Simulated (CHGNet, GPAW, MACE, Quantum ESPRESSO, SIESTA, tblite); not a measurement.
**Site energies of Si in place of C in amorphous carbon (96 atoms) across programs**

Aim: compare the energies of Si in place of C at unlike sites of amorphous carbon (96 atoms), with plane waves as the reference.

The results are calculated values.

### Step 1. Set-up

The cell holds 96 atoms (96 C), with edges of 8.93, 8.93 and 8.93 Å. Recipe: 96 atoms (96 C) placed at random at 2.69 g/cm³, melted at 6000 K for 10 ps at fixed volume with the Tersoff potential (Tersoff, Phys. Rev. B 39, 5566 (1989)). Quenched from 6000 K to 700 K at 200 K/ps and fixed volume, held 5 ps. Then the atoms were relaxed with MACE MPA-0 medium in the fixed cell.

### Step 2. The reference input

Quantum ESPRESSO 7.5: Kohn-Sham DFT, PBE, SSSP efficiency 1.3.0 pseudopotentials, plane waves. Its input, pw.in, for the unchanged cell:

```
&control
  calculation = 'scf'
  pseudo_dir = './pseudo'
  outdir = './tmp'
  disk_io = 'none'
  tprnfor = .true.
  tstress = .true.
/
&system
  ibrav = 0
  nat = 96
  ntyp = 1
  ecutwfc = 45
  ecutrho = 360
  nosym = .true.
  occupations = 'smearing'
  smearing = 'fd'
  degauss = 0.003675
/
&electrons
  conv_thr = 4.8e-07
  electron_maxstep = 100
  mixing_beta = 0.2
  mixing_mode = 'local-TF'
  diagonalization = 'david'
/
ATOMIC_SPECIES
C 12.011 C.upf
CELL_PARAMETERS angstrom
8.92530 0.00000 0.00000
0.00000 8.92530 0.00000
0.00000 0.00000 8.92530
ATOMIC_POSITIONS crystal
C 0.88079 0.31068 0.10538
C 0.75998 0.47359 0.35711
C 0.60776 0.61877 0.76101
C 0.59909 0.59920 0.06331
[... 90 atom lines left out ...]
C 0.52605 0.39675 0.58680
C 0.61536 0.98246 0.51660
K_POINTS gamma
```

```console
$ OMP_NUM_THREADS=1 mpirun -np 2 pw.x -in pw.in > output.txt
```

The job ended after 2.1 min (2 MPI ranks of Arm Neoverse V1, shared host; peak memory 1.7 GiB; 4.2 min of CPU time).

It converged with an r.m.s. force component of 0.61 eV/Å and a pressure of -2.2 GPa.

### Step 3. Levels of theory

The levels share the cells and solve them as single points, though not every level runs every cell. CPU time is summed over a level's finished runs, on a host shared with the other runs, so it is rough; the force column is the median over cells of the r.m.s. difference of force components from the reference.

| level | basis or training data | k-points | runs finished | CPU time | peak memory (GiB) | force difference (meV/Å) |
| --- | --- | --- | --- | --- | --- | --- |
| QE, PBE | plane waves, SSSP efficiency, 45/360 Ry | Γ | 6 of 6 | 29 min | 1.7 | reference |
| GPAW dzp, PBE | dzp orbitals, PAW, h 0.18 Å | Γ | 5 of 5 | 34 min | 1.3 | 147 |
| SIESTA DZP, PBE | DZP orbitals, shift 0.01 Ry, mesh 300 Ry | Γ | 5 of 5 | 35 min | 1.3 | 229 |
| tblite GFN1-xTB | tight binding with its own dispersion term | Γ | 5 of 5 | 19 s | 0.11 | 383 |
| CHGNet 0.3.0 | trained on PBE(+U) plane-wave data | - | 6 of 6 | 40 s | 3.0 | 661 |
| MACE MPA-0 medium | trained on PBE(+U) plane-wave data | - | 6 of 6 | 70 s | 1.6 | 621 |

The reference's own r.m.s. force component runs from 577 to 650 meV/Å over these cells. MACE MPA-0 medium relaxed the atoms, so in the cells that it relaxed its own forces are small, and its entry isn't an independent test there.

### Step 4. The sites

Each changed cell was relaxed with MACE MPA-0 medium before the single points. Neighbours are the site's nearest atoms before the change.

```
site  nearest atoms  their mean distance (Å)  atoms within 6 Å  largest move on relaxing (Å)  longest force left in the reference (eV/Å)
 C50             C4                     1.62               123                          0.42                                        2.35
 C22             C3                     1.44               118                          0.85                                        2.68
  C6             C3                     1.49               123                          0.50                                        2.57
 C54             C3                     1.48               119                          0.59                                        2.02
 C10             C4                     1.50               123                          0.33                                        2.21
```

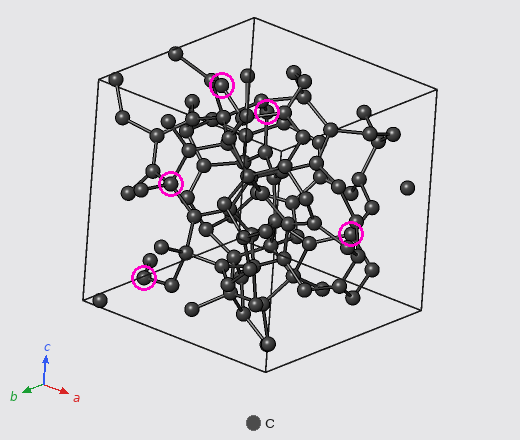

The unchanged cell with the tried sites ringed (carbon dark grey). Bonds to atoms that aren't drawn are left out. Some periodic images of atoms are drawn too.

### Step 5. Site energies

All changed cells hold the same atoms, so within one level their energies compare with no chemical potential. Energies in eV, less that of C50, the reference's cheapest site; the last column is the largest deviation from the reference once each row's mean is taken off.

| level | C50 | C22 | C6 | C54 | C10 | cheapest | largest deviation |
| --- | --- | --- | --- | --- | --- | --- | --- |
| QE, PBE | 0.00 | 1.77 | 1.99 | 3.71 | 5.00 | C50 | - |
| GPAW dzp, PBE | 0.00 | 1.43 | 1.75 | 3.61 | 5.06 | C50 | 0.21 |
| SIESTA DZP, PBE | 0.00 | 1.34 | 1.64 | 3.58 | 4.97 | C50 | 0.24 |
| tblite GFN1-xTB | 0.00 | 2.19 | 3.77 | 4.54 | 6.08 | C50 | 0.96 |
| CHGNet 0.3.0 | 0.00 | 0.11 | 0.29 | 0.82 | 2.86 | C50 | 1.68 |
| MACE MPA-0 medium | 0.00 | 1.55 | 1.26 | 1.74 | 3.27 | C50 | 1.05 |

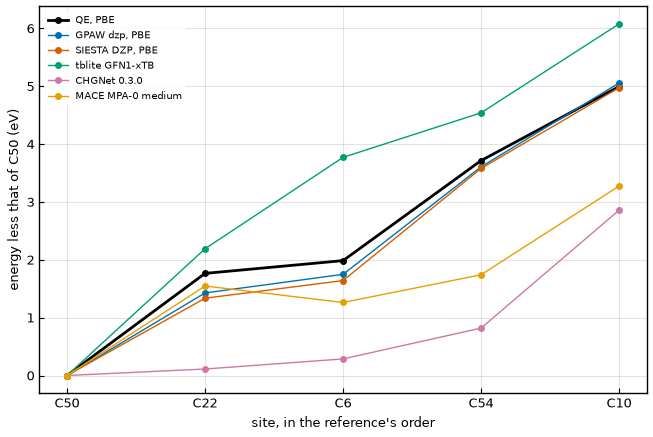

Site energies by level.

### Step 6. What came out

In the reference the cheapest site is C50 (C4) and the dearest C10 (C4), 5.0 eV higher. All 5 other levels pick the same cheapest site, and 4 give the whole order. GPAW dzp, PBE follows the reference most closely (0.21 eV at worst) and CHGNet 0.3.0 least (1.68 eV).

The other programs at PBE deviate by 0.24 eV at most, the learned potentials by 1.05 to 1.68 eV.

**Limits.** The geometries are those of MACE MPA-0 medium; forces of up to 2.7 eV/Å remain in the reference, so relaxing in DFT would lower the energies, by amounts that can differ from site to site and can change the order. For MACE MPA-0 medium alone these are relaxed energies. Defects interact with their periodic images. Only 5 of the 96 C sites are compared. Learned potentials don't solve for electrons, so the charge or spin state of a defect can't be set in them. The quench rate of 200 K/ps is many orders above laboratory rates, so the cell is likely richer in defects and strain than a real sample. The reference samples only Γ, in a cell whose shortest periodic width is 9 Å. The reference isn't exact: its cutoffs and mesh weren't converged further here. SIESTA's automatically made basis is far from complete, and its potentials were converted by us (checked for H, C, O, Si, Ge and Ca alone). Where levels are smeared, the DFT runs use Fermi–Dirac occupations at 580 K (0.05 eV), and energies are free energies.

[Logs are printed without paths, hosts, clocks, repeated set-up lines and the standing remarks that a program may print on its own settings, such as how far it seeks lower states.]

[Hosts, paths, dates, database ids (printed as entryN), source tags and the programs' standing remarks are cut or masked in the printed files.]
